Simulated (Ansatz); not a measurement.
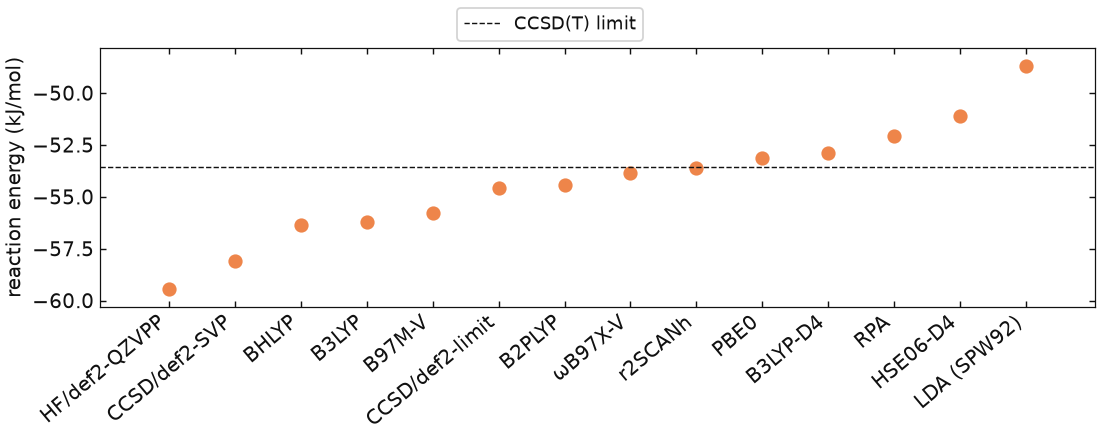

Electronic reaction energy of AlSiNH₆O ([OH][AlH][NH][SiH3]) + HF (F) → AlSiNH₅F ([F][AlH][NH][SiH3]) + H₂O (O) (SMILES in brackets) at several levels (functionals in def2-TZVPP unless a basis is named), isolated molecules at PBE0-D4 triple-zeta geometries, minima by their frequencies, no zero-point or thermal terms, the Ansatz code. The line is frozen-core CCSD(T) at the basis limit (MP2 extrapolated from triple and quadruple zeta, plus CCSD(T) less MP2 in a smaller set). B2PLYP and RPA hold a correlation term that converges slowly with the basis, so part of the distance to the limit is basis error. No dispersion term is added to BHLYP, B3LYP, B2PLYP, r2SCANh and PBE0. The distance of CCSD/def2-SVP to the limit includes basis error.

Question: What range do the values span, the line included?

Answer: From −59.4 kJ/mol (HF/def2-QZVPP) to −48.7 kJ/mol (LDA (SPW92)).

Question: What do zero-point energy and temperature add?

Answer: Zero-point change 2.7 kJ/mol; at 298.15 K and 1 bar the CCSD(T) limit plus thermal terms gives an enthalpy of reaction of −51.2 and a free energy of −52.4 kJ/mol (harmonic PBE0-D4 modes, ideal gas).

Caveats: one conformer of each flexible molecule.
